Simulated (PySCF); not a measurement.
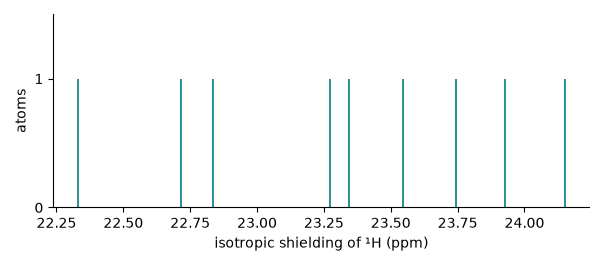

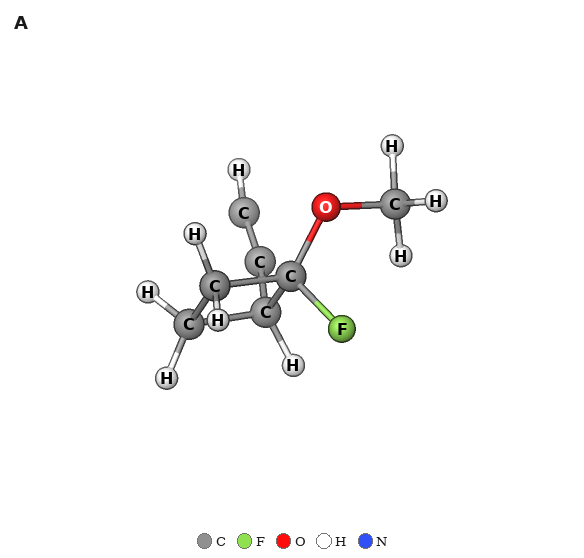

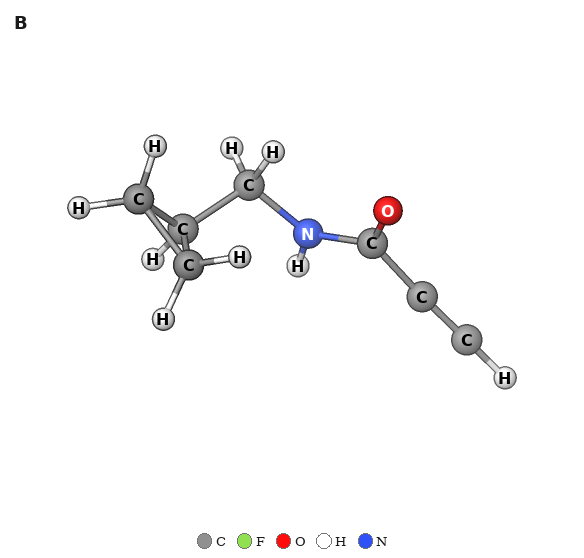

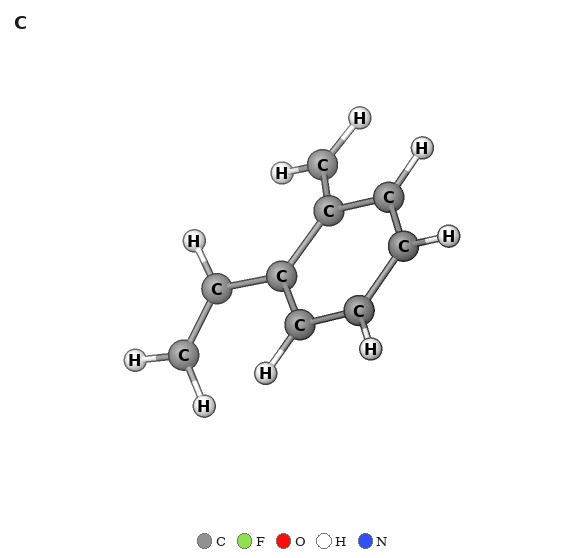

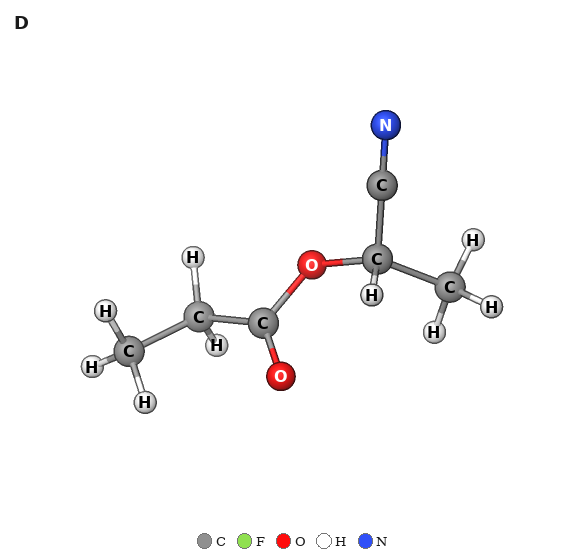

The sticks are computed shieldings of one of the molecules, for one fixed geometry (GFN2-xTB) without averaging over rotations. Low shielding means a high chemical shift. Method: GIAO PBE0/pcSseg-1 NMR shielding, non-relativistic, gas phase (PySCF 2.14.0).

### Match the spectrum to a structure.

C, `C=Cc1ccccc1[CH2+]`. Its 9 H atoms give lines at 22.33, 22.71, 22.84, 23.27, 23.35, 23.55, 23.74, 23.93, 24.15 ppm.
